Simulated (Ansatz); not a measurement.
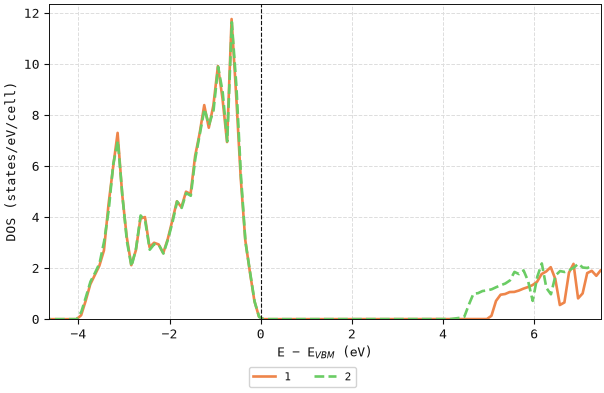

Total densities of states of CaMg$_{2}$O$_{3}$, space group P-3m1 (No. 164), 6 atoms in the cell, by two methods on the same cell. Each is counted from its own valence-band top.

Which curve is which? The methods: PBE, r2SCAN.

1 is r2SCAN; 2 is PBE. r2SCAN gives a gap of 4.92 eV and PBE gives a gap of 4.13 eV.

Settings. r2SCAN: DFT r2SCAN, scalar-relativistic, plane waves, PAW, no spin polarisation, 12×12×4 k mesh, 500 eV cutoff (Ansatz). PBE: DFT PBE, scalar-relativistic, plane waves, PAW, no spin polarisation, 12×12×4 k mesh, 420 eV cutoff, Gaussian smearing of 0.02 eV (Ansatz).

The structure is an invented one, so it need not be a known or stable phase.
